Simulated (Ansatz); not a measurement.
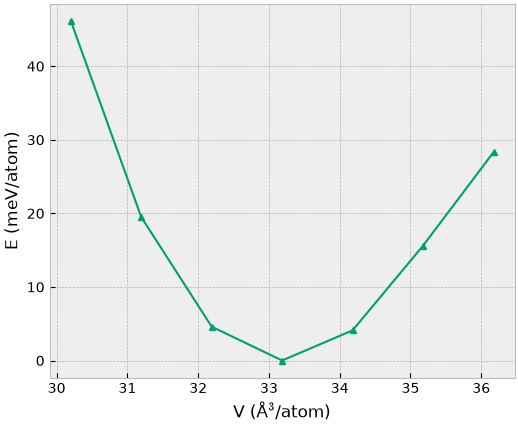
Fig. 1. BiTe in space group R-3m (No. 166; Bi on 3b, Te on 3a) under volume change, r²SCAN in the plane-wave PAW code Ansatz, shape and atoms relaxed at each volume.

**Question.** What does a third-order Birch–Murnaghan fit give for V₀, B₀ and B′?

**Answer.** V₀ = 33.19 Å³/atom, B₀ = 44.7 GPa, B′ = 5.0.

The workflow started from a Materials Project entry (that database holds measured and hypothetical structures alike); the Crystallography Open Database copy checked does not list it. COD files the formula under space group No. 164, 225. Its standing as an ambient phase is unchecked. Symmetry was held in the r²SCAN relaxation; whether a distortion lowers the energy is not shown. Spin–orbit coupling is left out wherever it is not named.

Potentials: the later of the program's two PAW sets.
